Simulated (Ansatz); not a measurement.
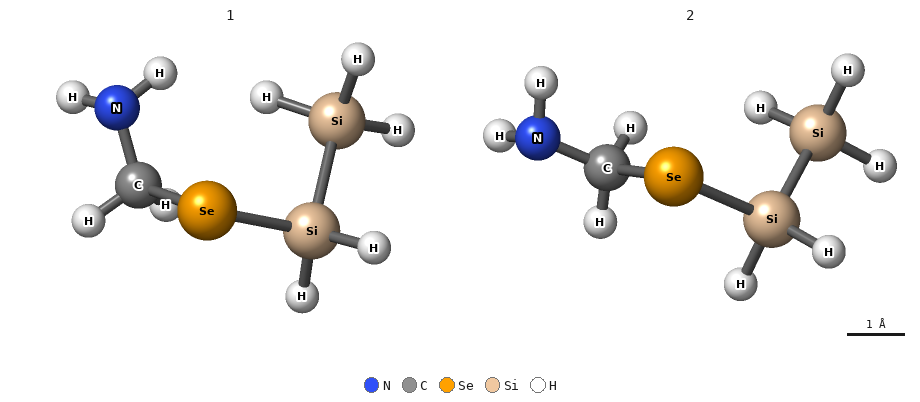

Two geometries of CH$_{9}$NSeSi$_{2}$, drawn at one scale. One is the start of a relaxation, the other its converged end. A ball-and-stick model, seen at a tilt.

Method: Ansatz, RKS PBE0-D4/def2-SVP. (no spin polarisation; force threshold 0.015 eV/Å; at most 40 steps)

Q: Which one is relaxed?

A: Structure 1 is the relaxed one. The run prepares an end point of a later path (torsion) calculation, from a guessed geometry. After 30 accepted moves (32 points after the start) the energy has fallen by 60.1 kJ/mol. Largest force component: 2.9 eV/Å at the start, 0.0072 eV/Å at the end. The line search rejected the trial steps at points 10, 17 of the run. An H atom moves most after the best rigid fit: 1.67 Å. Largest moves by element: H 1.67 Å, N 0.94 Å, Se 0.62 Å, Si 0.46 Å, C 0.36 Å. Some distances before and after: Si–Si 2.175 → 2.345 Å, H–N 1.092 → 1.018 Å, H–Si 1.432 → 1.497 Å, C–Se 1.932 → 1.984 Å. Among the angles between lasting bonds that change: N–C–H 107.6° → 117.0°, Se–Si–H 105.7° → 112.2°, Si–Si–H 107.2° → 113.3°. Groups turn about C–Se by about 70°. The run took 66 s on 2 threads of AMD EPYC 9R45 96-Core Processor (Zen 5), with other jobs on the host, peak memory 0.42 GiB.
